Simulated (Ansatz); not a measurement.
# CH4AlBO: Born-Oppenheimer dynamics

Aim: follow CH4AlBO for 50 steps at constant energy (700 K) and see how far bonds stretch and how energy moves between motion and potential.

Computed with Ansatz 0.2.0, Gaussian basis. Level: r2SCAN/def2-SVP with rVV10 dispersion.

1 further run of the same task is left out (it didn't finish).

## 1. The relaxed structure

The structure was relaxed beforehand with PBE0-D4 in a triple-zeta def2 set.

8 atoms, charge 0, spin multiplicity 1.

Atoms are counted from 1 here; the program's logs count them from 0.

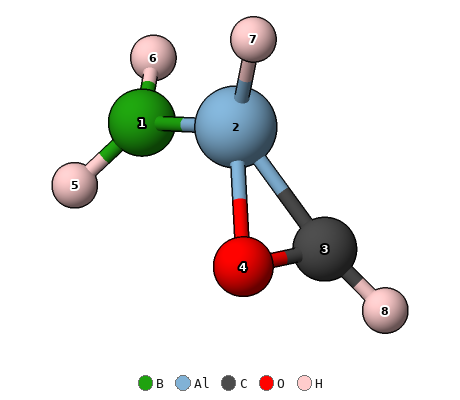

The geometry (boron green, aluminium light blue, carbon dark grey, oxygen red, hydrogen pink); atoms are numbered from 1 in the order of the file.

## 2. The run

Input file in.yaml:

```yaml
crystal:
  periodic: [false, false, false]
  atoms:
    - {symbol: B, position_ang: [-1.415348, 1.022153, 0.090439]}
    - {symbol: Al, position_ang: [0.489223, 0.205657, 0.525457]}
    - {symbol: C, position_ang: [1.196608, -1.063930, -0.771313]}
    - {symbol: O, position_ang: [0.642588, -1.730640, 0.124736]}
    - {symbol: H, position_ang: [-2.409538, 0.353730, 0.026077]}
    - {symbol: H, position_ang: [-1.579151, 2.189505, -0.133448]}
    - {symbol: H, position_ang: [1.502481, 0.590319, 1.682553]}
    - {symbol: H, position_ang: [1.665336, -1.624093, -1.600200]}
basis:
  gaussian: {orbitals: def2-SVP}
hamiltonian: {xc: {name: r2SCAN}, dispersion: rvv10}
md: {timestep: 1 fs, n_steps: 50, ensemble: nve, temperature: 700, initial_velocities: maxwell_boltzmann, seed: 520}
```

The run is started by

```sh
$ ansatz run in.yaml --threads 2 --pin off --events-out ev --progress --plain --max-ram 4352MiB
```

Output:

```text
Functional definition: r2SCAN+rVV10
  name "r2SCAN+rVV10"
  cite "Furness, Kaplan, Ning, Perdew & Sun, J. Phys. Chem. Lett. 11, 8208 (2020) doi:10.1021/acs.jpclett.0c02405"
  cite "Furness, Kaplan, Ning, Perdew & Sun, J. Phys. Chem. Lett. 11, 9248 (2020) doi:10.1021/acs.jpclett.0c03077"
  cite "Vydrov & Van Voorhis, J. Chem. Phys. 133, 244103 (2010) doi:10.1063/1.3521275"
  cite "Sabatini, Gorni & de Gironcoli, Phys. Rev. B 87, 041108(R) (2013) doi:10.1103/PhysRevB.87.041108"
  cite "Ning et al., Phys. Rev. B 106, 075422 (2022) doi:10.1103/PhysRevB.106.075422"
  parent "r2scan"
  parameter k0 = 0.174
  parameter k1 = 0.065
  parameter a1 = 4.9479
  exchange = r2scan_x(k0 = k0, k1 = k1, a1 = a1)
  correlation = r2scan_c + rvv10(11.95, 0.0093)
880 factors; their error is unknown
mean field evaluation 1: about -10407.1940 eV, gradient 3.6e1 eV
mean field evaluation 2: about -10400.6517 eV, gradient 6.8e1 eV
mean field evaluation 4: about -10410.4634 eV, gradient 3.5e0 eV
mean field evaluation 8: about -10410.4676 eV, gradient 1.4e-1 eV
mean field -10410.46761920 eV, -382.5776285371 hartree, gradient 5.2e-5 eV, S^2 0.000000; 0 other end points of the search recorded, 0 dependent functions left out
the calculation of the forces begins
reference -10410.46763074 eV, -382.5776289614 hartree; 18, 18 occupied and 62, 62 virtual orbitals, 880 factors
md step     0: t =     0.00 fs  T =   700.0 K  F+E_penalty+E_count = -10410.46761920 eV  E_kin = 0.542892 eV  conserved = -10409.92472720 eV  (26 SCF iters)
these checks for a lower state are left out or cut short: starts, cluster_reference, orbital_swaps, neighbouring_geometries, increment
880 factors; their error is unknown
mean field evaluation 16: about -10410.4750 eV, gradient 2.2e0 eV
mean field -10410.45965691 eV, -382.5773359283 hartree, gradient 1.5e-5 eV, S^2 0.000000; 0 other end points of the search recorded, 0 dependent functions left out
the calculation of the forces begins
reference -10410.45966849 eV, -382.5773363539 hartree; 18, 18 occupied and 62, 62 virtual orbitals, 880 factors
md step     1: t =     1.00 fs  T =   690.1 K  F+E_penalty+E_count = -10410.45965691 eV  E_kin = 0.535237 eV  conserved = -10409.92441981 eV  (30 SCF iters)
these checks for a lower state are left out or cut short: starts, cluster_reference, orbital_swaps, neighbouring_geometries, increment
880 factors; their error is unknown
mean field -10410.40719468 eV, -382.5754079770 hartree, gradient 1.4e-5 eV, S^2 0.000000; 0 other end points of the search recorded, 0 dependent functions left out
the calculation of the forces begins
reference -10410.40720629 eV, -382.5754084038 hartree; 18, 18 occupied and 62, 62 virtual orbitals, 880 factors
md step     2: t =     2.00 fs  T =   625.4 K  F+E_penalty+E_count = -10410.40719468 eV  E_kin = 0.485045 eV  conserved = -10409.92214961 eV  (30 SCF iters)
[... from here on, the SCF cycles and remarks between the steps are left out ...]
md step     3: t =     3.00 fs  T =   546.7 K  F+E_penalty+E_count = -10410.34400891 eV  E_kin = 0.423988 eV  conserved = -10409.92002090 eV  (29 SCF iters)
md step     4: t =     4.00 fs  T =   494.8 K  F+E_penalty+E_count = -10410.30306295 eV  E_kin = 0.383727 eV  conserved = -10409.91933564 eV  (30 SCF iters)
md step     5: t =     5.00 fs  T =   483.3 K  F+E_penalty+E_count = -10410.29523025 eV  E_kin = 0.374840 eV  conserved = -10409.92039068 eV  (29 SCF iters)
md step     6: t =     6.00 fs  T =   492.3 K  F+E_penalty+E_count = -10410.30431633 eV  E_kin = 0.381798 eV  conserved = -10409.92251872 eV  (30 SCF iters)
md step     7: t =     7.00 fs  T =   483.2 K  F+E_penalty+E_count = -10410.29863874 eV  E_kin = 0.374720 eV  conserved = -10409.92391857 eV  (30 SCF iters)
md step     8: t =     8.00 fs  T =   434.1 K  F+E_penalty+E_count = -10410.25935971 eV  E_kin = 0.336664 eV  conserved = -10409.92269612 eV  (30 SCF iters)
md step     9: t =     9.00 fs  T =   369.1 K  F+E_penalty+E_count = -10410.20623840 eV  E_kin = 0.286279 eV  conserved = -10409.91995920 eV  (30 SCF iters)
md step    10: t =    10.00 fs  T =   334.7 K  F+E_penalty+E_count = -10410.17897454 eV  E_kin = 0.259602 eV  conserved = -10409.91937297 eV  (30 SCF iters)
md step    11: t =    11.00 fs  T =   342.2 K  F+E_penalty+E_count = -10410.18662091 eV  E_kin = 0.265415 eV  conserved = -10409.92120614 eV  (30 SCF iters)
md step    12: t =    12.00 fs  T =   360.8 K  F+E_penalty+E_count = -10410.20258374 eV  E_kin = 0.279860 eV  conserved = -10409.92272356 eV  (30 SCF iters)
md step    13: t =    13.00 fs  T =   361.0 K  F+E_penalty+E_count = -10410.20269687 eV  E_kin = 0.280005 eV  conserved = -10409.92269210 eV  (29 SCF iters)
md step    14: t =    14.00 fs  T =   340.3 K  F+E_penalty+E_count = -10410.18560368 eV  E_kin = 0.263887 eV  conserved = -10409.92171618 eV  (30 SCF iters)
md step    15: t =    15.00 fs  T =   315.1 K  F+E_penalty+E_count = -10410.16520327 eV  E_kin = 0.244366 eV  conserved = -10409.92083762 eV  (30 SCF iters)
md step    16: t =    16.00 fs  T =   301.6 K  F+E_penalty+E_count = -10410.15464678 eV  E_kin = 0.233885 eV  conserved = -10409.92076159 eV  (30 SCF iters)
md step    17: t =    17.00 fs  T =   301.2 K  F+E_penalty+E_count = -10410.15512099 eV  E_kin = 0.233571 eV  conserved = -10409.92154954 eV  (29 SCF iters)
md step    18: t =    18.00 fs  T =   300.4 K  F+E_penalty+E_count = -10410.15533352 eV  E_kin = 0.232974 eV  conserved = -10409.92235943 eV  (31 SCF iters)
md step    19: t =    19.00 fs  T =   287.8 K  F+E_penalty+E_count = -10410.14501276 eV  E_kin = 0.223187 eV  conserved = -10409.92182549 eV  (30 SCF iters)
md step    20: t =    20.00 fs  T =   275.3 K  F+E_penalty+E_count = -10410.13375890 eV  E_kin = 0.213504 eV  conserved = -10409.92025513 eV  (30 SCF iters)
md step    21: t =    21.00 fs  T =   288.7 K  F+E_penalty+E_count = -10410.14419810 eV  E_kin = 0.223939 eV  conserved = -10409.92025930 eV  (31 SCF iters)
md step    22: t =    22.00 fs  T =   328.5 K  F+E_penalty+E_count = -10410.17671250 eV  E_kin = 0.254789 eV  conserved = -10409.92192399 eV  (29 SCF iters)
md step    23: t =    23.00 fs  T =   367.9 K  F+E_penalty+E_count = -10410.20804119 eV  E_kin = 0.285365 eV  conserved = -10409.92267620 eV  (29 SCF iters)
md step    24: t =    24.00 fs  T =   390.3 K  F+E_penalty+E_count = -10410.22507883 eV  E_kin = 0.302727 eV  conserved = -10409.92235203 eV  (30 SCF iters)
md step    25: t =    25.00 fs  T =   397.7 K  F+E_penalty+E_count = -10410.23048138 eV  E_kin = 0.308465 eV  conserved = -10409.92201671 eV  (30 SCF iters)
md step    26: t =    26.00 fs  T =   396.1 K  F+E_penalty+E_count = -10410.22898863 eV  E_kin = 0.307205 eV  conserved = -10409.92178382 eV  (30 SCF iters)
md step    27: t =    27.00 fs  T =   389.9 K  F+E_penalty+E_count = -10410.22397930 eV  E_kin = 0.302356 eV  conserved = -10409.92162321 eV  (31 SCF iters)
md step    28: t =    28.00 fs  T =   381.0 K  F+E_penalty+E_count = -10410.21724981 eV  E_kin = 0.295470 eV  conserved = -10409.92177969 eV  (30 SCF iters)
md step    29: t =    29.00 fs  T =   366.2 K  F+E_penalty+E_count = -10410.20614623 eV  E_kin = 0.283976 eV  conserved = -10409.92217049 eV  (30 SCF iters)
md step    30: t =    30.00 fs  T =   340.2 K  F+E_penalty+E_count = -10410.18584310 eV  E_kin = 0.263882 eV  conserved = -10409.92196134 eV  (30 SCF iters)
md step    31: t =    31.00 fs  T =   310.8 K  F+E_penalty+E_count = -10410.16157295 eV  E_kin = 0.241017 eV  conserved = -10409.92055607 eV  (31 SCF iters)
md step    32: t =    32.00 fs  T =   302.7 K  F+E_penalty+E_count = -10410.15448702 eV  E_kin = 0.234773 eV  conserved = -10409.91971418 eV  (30 SCF iters)
md step    33: t =    33.00 fs  T =   327.5 K  F+E_penalty+E_count = -10410.17547452 eV  E_kin = 0.253999 eV  conserved = -10409.92147586 eV  (30 SCF iters)
md step    34: t =    34.00 fs  T =   355.3 K  F+E_penalty+E_count = -10410.19920554 eV  E_kin = 0.275562 eV  conserved = -10409.92364335 eV  (30 SCF iters)
md step    35: t =    35.00 fs  T =   349.3 K  F+E_penalty+E_count = -10410.19422943 eV  E_kin = 0.270906 eV  conserved = -10409.92332387 eV  (30 SCF iters)
md step    36: t =    36.00 fs  T =   312.2 K  F+E_penalty+E_count = -10410.16349711 eV  E_kin = 0.242118 eV  conserved = -10409.92137910 eV  (30 SCF iters)
md step    37: t =    37.00 fs  T =   276.7 K  F+E_penalty+E_count = -10410.13465709 eV  E_kin = 0.214571 eV  conserved = -10409.92008595 eV  (29 SCF iters)
md step    38: t =    38.00 fs  T =   267.2 K  F+E_penalty+E_count = -10410.12745402 eV  E_kin = 0.207248 eV  conserved = -10409.92020616 eV  (31 SCF iters)
md step    39: t =    39.00 fs  T =   282.5 K  F+E_penalty+E_count = -10410.14040000 eV  E_kin = 0.219115 eV  conserved = -10409.92128485 eV  (28 SCF iters)
md step    40: t =    40.00 fs  T =   301.4 K  F+E_penalty+E_count = -10410.15645737 eV  E_kin = 0.233763 eV  conserved = -10409.92269481 eV  (30 SCF iters)
md step    41: t =    41.00 fs  T =   296.8 K  F+E_penalty+E_count = -10410.15375088 eV  E_kin = 0.230200 eV  conserved = -10409.92355077 eV  (30 SCF iters)
md step    42: t =    42.00 fs  T =   254.8 K  F+E_penalty+E_count = -10410.12036088 eV  E_kin = 0.197638 eV  conserved = -10409.92272275 eV  (30 SCF iters)
md step    43: t =    43.00 fs  T =   193.5 K  F+E_penalty+E_count = -10410.07044255 eV  E_kin = 0.150107 eV  conserved = -10409.92033574 eV  (30 SCF iters)
md step    44: t =    44.00 fs  T =   155.3 K  F+E_penalty+E_count = -10410.03948405 eV  E_kin = 0.120421 eV  conserved = -10409.91906301 eV  (31 SCF iters)
md step    45: t =    45.00 fs  T =   161.3 K  F+E_penalty+E_count = -10410.04574094 eV  E_kin = 0.125131 eV  conserved = -10409.92060950 eV  (31 SCF iters)
md step    46: t =    46.00 fs  T =   186.8 K  F+E_penalty+E_count = -10410.06746102 eV  E_kin = 0.144860 eV  conserved = -10409.92260093 eV  (31 SCF iters)
md step    47: t =    47.00 fs  T =   196.5 K  F+E_penalty+E_count = -10410.07507475 eV  E_kin = 0.152398 eV  conserved = -10409.92267646 eV  (31 SCF iters)
md step    48: t =    48.00 fs  T =   186.7 K  F+E_penalty+E_count = -10410.06602855 eV  E_kin = 0.144759 eV  conserved = -10409.92126949 eV  (31 SCF iters)
md step    49: t =    49.00 fs  T =   181.0 K  F+E_penalty+E_count = -10410.06047494 eV  E_kin = 0.140380 eV  conserved = -10409.92009471 eV  (30 SCF iters)
these checks for a lower state are left out or cut short: starts, cluster_reference, orbital_swaps, neighbouring_geometries, increment
880 factors; their error is unknown
mean field -10410.07595613 eV, -382.5632351849 hartree, gradient 2.0e-5 eV, S^2 0.000000; 0 other end points of the search recorded, 0 dependent functions left out
the calculation of the forces begins
reference -10410.07596764 eV, -382.5632356078 hartree; 18, 18 occupied and 62, 62 virtual orbitals, 880 factors
880 factors; their error is unknown
mean field evaluation 416: about -10410.0759 eV, gradient 1.3e-1 eV
mean field -10410.07595613 eV, -382.5632351849 hartree, gradient 2.0e-5 eV, S^2 0.000000; 1 other end points of the search recorded, 0 dependent functions left out
the calculation of the forces begins
reference -10410.07596764 eV, -382.5632356078 hartree; 18, 18 occupied and 62, 62 virtual orbitals, 880 factors
md step    50: t =    50.00 fs  T =   200.7 K  F+E_penalty+E_count = -10410.07595613 eV  E_kin = 0.155683 eV  conserved = -10409.92027289 eV  (29 SCF iters)
Total energy: -10410.07596764 eV, -382.5632356078 hartree
Atom 0 at    -1.395412     1.172736     0.023331 Å, force     0.518124    -0.375179     0.579533 eV/Å
Atom 1 at     0.391262     0.212614     0.596593 Å, force     0.676744     0.122766    -0.618306 eV/Å
Atom 2 at     1.050120    -1.033123    -0.771892 Å, force     1.066196    -1.382058    -0.850843 eV/Å
Atom 3 at     0.884608    -1.919635     0.096884 Å, force    -0.435865     1.055929     0.086674 eV/Å
Atom 4 at    -2.491229     0.863206     0.297353 Å, force    -0.928402    -0.387675     0.132507 eV/Å
Atom 5 at    -1.334517     2.143472    -0.656605 Å, force     0.258791     0.509117    -0.360493 eV/Å
Atom 6 at     1.720913     0.739141     1.341517 Å, force    -0.379099    -0.159083     0.159767 eV/Å
Atom 7 at     1.596476    -1.404832    -1.742755 Å, force    -0.776488     0.616185     0.871160 eV/Å
Dipole moment:    -0.101857     0.078555    -0.131544 e Å
```

It took 2.7 min on 2 threads of Arm Neoverse V2, shared host.

## 3. The trajectory

Every 4 steps, with energies from the start:

```
time (fs)  T (K)  potential (meV)  conserved (meV)  Al2–O4 (Å)
      0.0    700              0.0             0.00       1.983
      4.0    495            164.6             5.39       2.005
      8.0    434            208.3             2.03       2.032
     12.0    361            265.0             2.00       2.062
     16.0    302            313.0             3.96       2.095
     20.0    275            333.9             4.47       2.128
     24.0    390            242.5             2.38       2.160
     28.0    381            250.4             2.95       2.189
     32.0    303            313.1             5.01       2.213
     36.0    312            304.1             3.35       2.232
     40.0    301            311.2             2.03       2.246
     44.0    155            428.1             5.66       2.253
     48.0    187            401.6             3.46       2.251
```

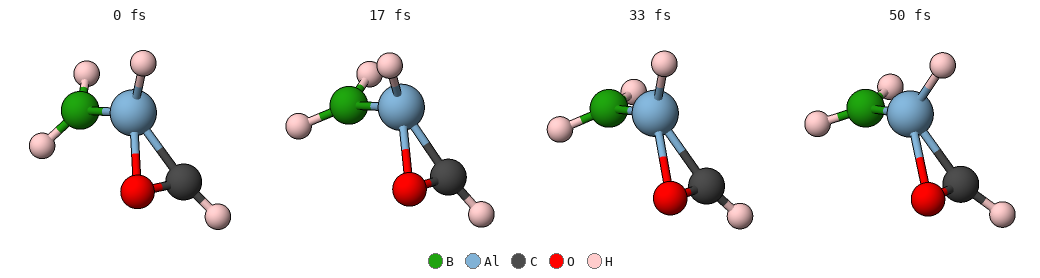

Four frames; sticks are those of the first frame.

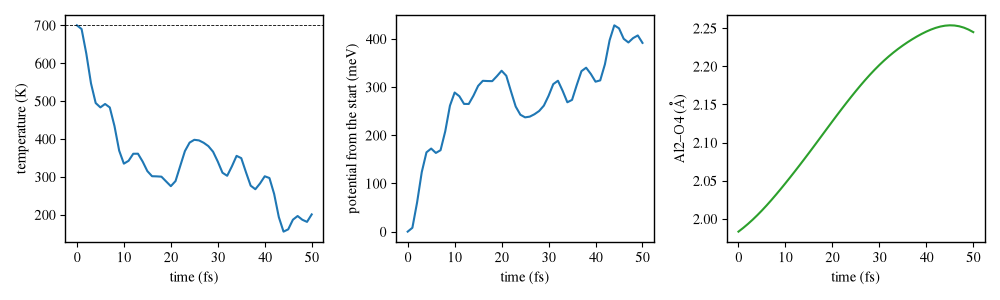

Temperature (the set value dashed), potential energy and the bond that swings most.

Positions (Å) and forces (eV/Å) at 50.0 fs:

```xyz
8

B    -1.395    1.173    0.023    0.518   -0.375    0.580
Al    0.391    0.213    0.597    0.677    0.123   -0.618
C     1.050   -1.033   -0.772    1.066   -1.382   -0.851
O     0.885   -1.920    0.097   -0.436    1.056    0.087
H    -2.491    0.863    0.297   -0.928   -0.388    0.133
H    -1.335    2.143   -0.657    0.259    0.509   -0.360
H     1.721    0.739    1.342   -0.379   -0.159    0.160
H     1.596   -1.405   -1.743   -0.776    0.616    0.871
```

## 4. Results

| quantity | value |
| --- | --- |
| length | 50 steps of 1.0 fs |
| temperature, first and last frame | 700, 201 K |
| temperature, second half | mean 283 K, from 155 to 398 K |
| swing of the potential | 428 meV |
| largest change of the conserved energy | 5.66 meV |
| range of Al2–O4 | 1.983 to 2.254 Å |

In words: From 700 K at the start the temperature swings between 155 and 700 K: with 8 atoms it has no steady value yet; starting near a minimum, about half of the kinetic energy flows into the potential. The conserved energy moves by 5.66 meV, 1.3 % of the potential's swing, so the step is short enough for this stretch. Al2–O4 swings most, by 0.27 Å; no bond breaks. A run of 50 fs gives no averages.
